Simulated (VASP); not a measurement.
Consider the following.

```yaml
crystal:
  lattice:
    - [3.70615, 0.00000, 0.00000]
    - [-1.85308, 3.20962, 0.00000]
    - [0.00000, 0.00000, 6.09374]
  atoms:
    - { symbol: B, position: [0.00000, 0.00000, 0.00000] }
    - { symbol: B, position: [0.00000, 0.00000, 0.50000] }
    - { symbol: Bi, position: [0.33333, 0.66667, 0.25000] }
    - { symbol: Bi, position: [0.66667, 0.33333, 0.75000] }
```

Method: PBEsol GGA, VASP's PBE PAW potentials (set 64) (plane waves; VASP). Settings: 520 eV cut-off, 13×13×7 Γ-centred mesh, tetrahedra with Blöchl corrections, potentials B Bi_d.

Unless said otherwise, spin-orbit coupling is left out, though it shifts the bands of the heavy elements here.

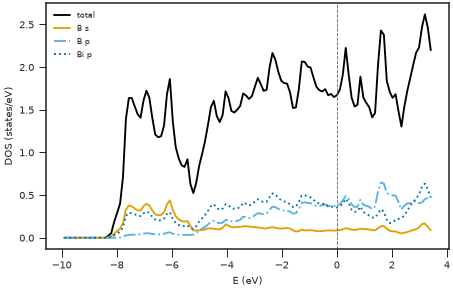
Fig. 1. Total and projected density of states, zero at the Fermi level

Within 2 eV below the Fermi level the largest weight inside VASP's projection spheres is Bi p, then B p.

It has no gap at this level: it comes out as a metal or semimetal.

The structure was generated: BBi was put into the NiAs type type (P6_3/mmc), which need not be its known phase. It was relaxed first, which changed the volume by +19 %.
